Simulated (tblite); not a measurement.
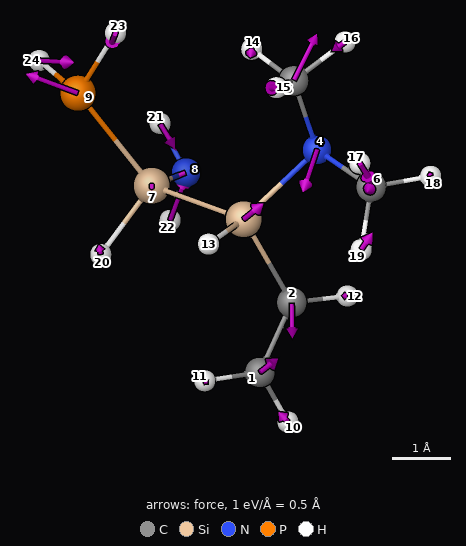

Starting geometry of C4H15N2PSi2 with the computed forces as purple arrows. Style: ball-and-stick. Shown from a free direction.

These are results of tblite 0.8.0, GFN2-xTB geometry optimisation, gas phase, not measurements. 

> What follows when this structure is relaxed?

It isn't relaxed: the largest force vector, on the P atom, is 2.10 eV/Å. The final displacements follow the starting forces only in part (cosine between the two patterns 0.32). The atom that moves furthest after the best rigid fit is an H atom (1.38 Å). By element the largest moves are H 1.38 Å, N 0.61 Å, P 0.31 Å, Si 0.30 Å, C 0.22 Å. Near-neighbour distances that change, for instance: H–P 1.482 → 1.380 Å, Si–Si 2.215 → 2.313 Å, P–Si 2.179 → 2.262 Å, N–Si 1.793 → 1.729 Å. Among the angles between lasting bonds that change: Si–P–H 115.8° → 95.4°, H–P–H 109.7° → 91.8°, Si–N–C 104.2° → 121.3°. The energy falls by 155.8 kJ/mol in 151 geometry steps. The run took 3.5 s on 1 thread of Arm Neoverse N1, with other jobs on the host.
